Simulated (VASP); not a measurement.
Band structure of NiC (relaxed from the zinc blende structure, space group F-43m). Calculation: r2SCAN meta-GGA, VASP's PBE PAW potentials (set 64) (plane waves; VASP).

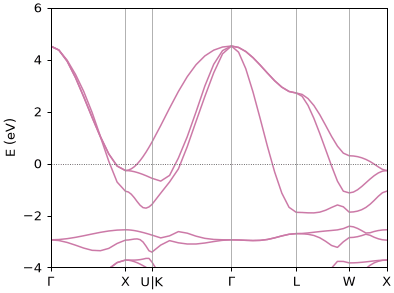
*Bands along high-symmetry lines, zero at the valence-band maximum or, without a gap, the Fermi level*

Q: Read the plot: is there a gap, and where are the band edges?

A: It has no gap at this level: it comes out as a metal or semimetal.

The structure was generated: NiC was put into the zinc blende type (F-43m), which need not be its known phase. It was relaxed first, which changed the volume by -18 %. The run is not spin-polarised, so no magnetic state was tried.
